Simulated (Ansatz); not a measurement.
System: FH2N2Si (doublet).

The calculation's input:

```
crystal:
  periodic: [false, false, false]
  atoms:
    - {symbol: F, position_ang: [-1.453193, -0.319821, -1.331721]}
    - {symbol: N, position_ang: [-1.509835, 2.831944, 0.860591]}
    - {symbol: N, position_ang: [-1.534339, 1.844020, -0.022248]}
    - {symbol: Si, position_ang: [-1.190974, 0.125793, 0.228176]}
    - {symbol: H, position_ang: [-1.242776, 2.401511, 1.761008]}
    - {symbol: H, position_ang: [-1.791683, 2.171241, -0.958064]}
basis:
  gaussian:
    orbitals: def2-TZVPD
magnetization:
  spin_polarized: true
  initial_magnetization: 1
hamiltonian:
  xc: pbe0
output: {forces: true, orbitals: {seedname: orbitals}}
```

Launched as:

```sh
ansatz run input.yaml --threads 1 --pin off --max-ram 2610MiB --events-out events.jsonl --progress --plain --runs-dir runs
```

Geometry: PBE0-D3(BJ)/def2-SVP.

Computed with Ansatz 0.2.0, isolated molecule in a Gaussian basis; Kohn-Sham density functional theory, functional PBE0.

**Predict the electron density, electron localisation function and spin density between the atoms.**

N–N (1.33 Å): ρ is about 2.6 e/Å³ halfway; the ELF peaks at about 0.90 between the atoms: a covalent bond.
Si–F (1.64 Å): the density is about 1 e/Å³ at the midpoint; the ELF peaks at about 0.85 in the valence shell of F, 0.6 Å from its nucleus, and is about 0.45 at the midpoint.
Si–N (1.77 Å): ρ at the midpoint is about 1 e/Å³; the ELF peaks at about 0.90 between the atoms; a shared but strongly polarised pair.
N–H (1.02 Å): ρ is about 2.9 e/Å³ halfway; the ELF climbs to about 1 towards the hydrogen, as it does in any bond to H; a covalent bond by its length.
The unpaired spin (1 electron) lies mostly on N2 (about 0.6), Si4 (about 0.2) and N3 (about 0.1), in electrons by Hirshfeld's partition.

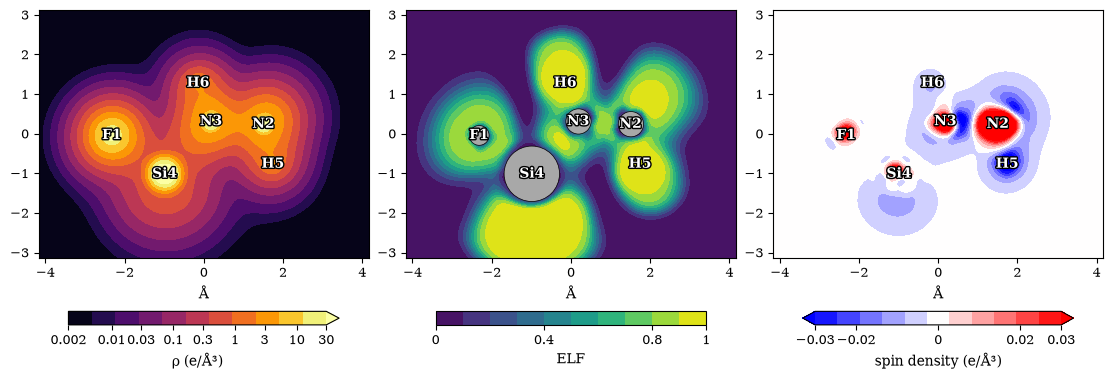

Computed electron density, electron localisation function and spin density on the molecular plane, in this order. Grey discs cover the atomic cores in the ELF map. 
